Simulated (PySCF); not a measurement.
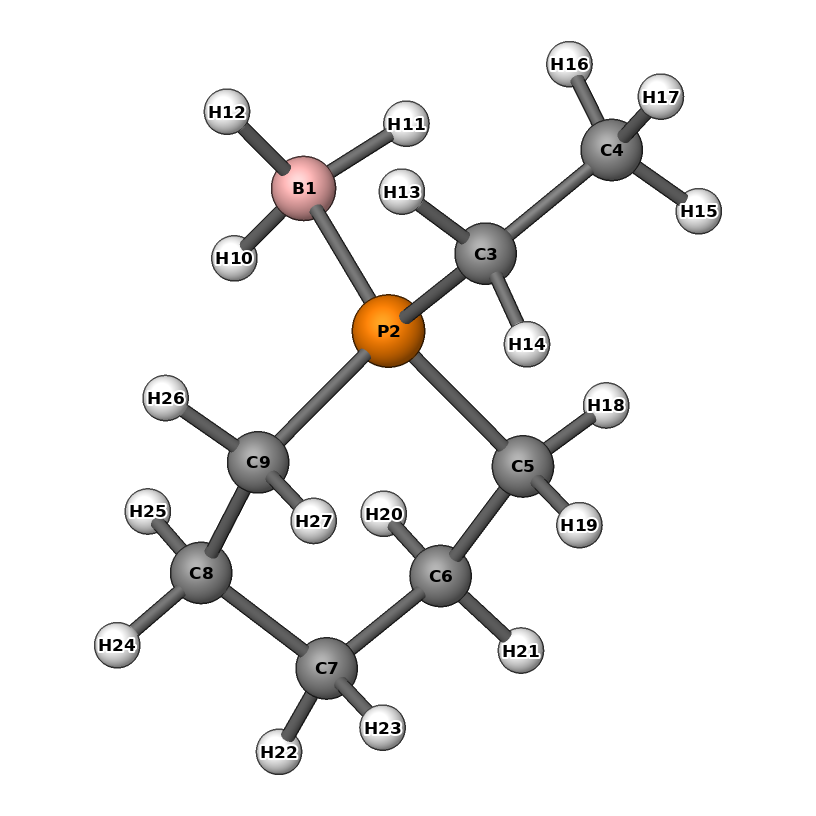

The questions are on isotropic NMR shieldings of the H atoms. The geometry was computed by an optimisation with GFN2-xTB. No frequency run is at hand to confirm it as a minimum. Method: GIAO PBE0/pcSseg-1 NMR shielding, non-relativistic, gas phase (PySCF 2.14.0).

List the isotropic NMR shieldings of the H atoms.

```csv
atom,σ (ppm)
H10,30.80
H11,31.12
H12,31.36
H13,30.08
H14,30.41
H15,30.87
H16,30.17
H17,30.47
H18,29.68
H19,30.50
H20,29.89
H21,29.77
H22,29.86
H23,30.69
H24,29.83
H25,29.77
H26,29.86
H27,30.43
```

The geometry is semi-empirical. Around B, P such bond lengths and angles can be off by a tenth of an ångström or more and by several degrees, and values that hang on the shape move with them.
